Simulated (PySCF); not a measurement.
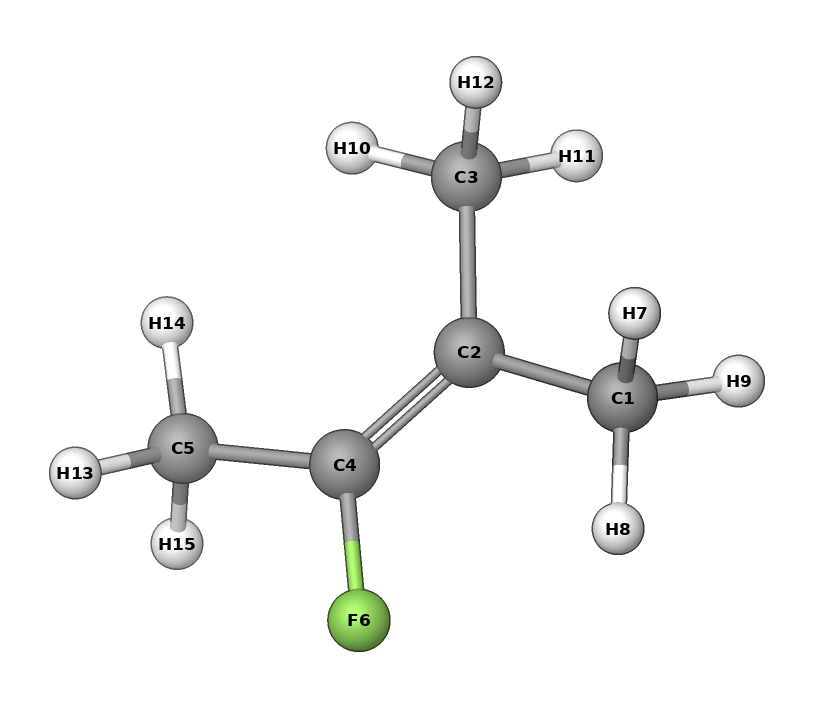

The geometry was computed by an optimisation with PBE0-D3(BJ)/def2-SVP. No frequency run is at hand to confirm it as a minimum. Properties computed with delta-SCF UKS SCAN, pcX-2 on the ionised atom, pcseg-1 elsewhere, spin-free X2C (PySCF 2.14.0).

Give the core-electron binding energies (to vacuum) of C1 1s, C2 1s, C3 1s, C4 1s, C5 1s, F6 1s.

```csv
atom,level,binding energy (eV)
C1,1s,290.6
C2,1s,290.2
C3,1s,290.8
C4,1s,292.1
C5,1s,291.0
F6,1s,692.4
```
